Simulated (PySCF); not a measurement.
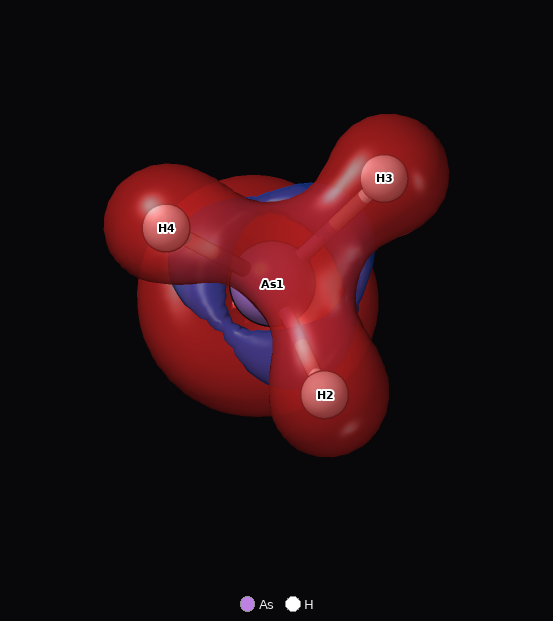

AsH3, SMILES `[AsH3]`. Fukui function f⁻ = ρ(N) − ρ(N−1) at fixed geometry, surfaces at ±0.04 e/Å³ (red positive, blue negative).

Level of theory: PBE0/def2-SVPD (PySCF), at a geometry from GFN2-xTB. No frequency check shows the geometry to be a minimum. GFN2-xTB bond lengths at metals and heavier atoms can be off by up to 0.1 Å and shapes distorted, which carries into these values.

Coordinates in Å:

```
As1     -0.0000    0.0000   -0.0729
H2       0.3144   -1.1723    0.8014
H3       0.8581    0.8579    0.8020
H4      -1.1720    0.3137    0.8022
```

Question: On which atoms does the density change most on removal of an electron?

Answer: f⁻ (Hirshfeld-condensed) is largest on As1 (0.61); the vertical ionisation energy is 10.57 eV. Condensed values hint at sites of electrophilic attack but needn't mark the atom that reacts. Orbital relaxation makes it negative in places (0.09 e in all).
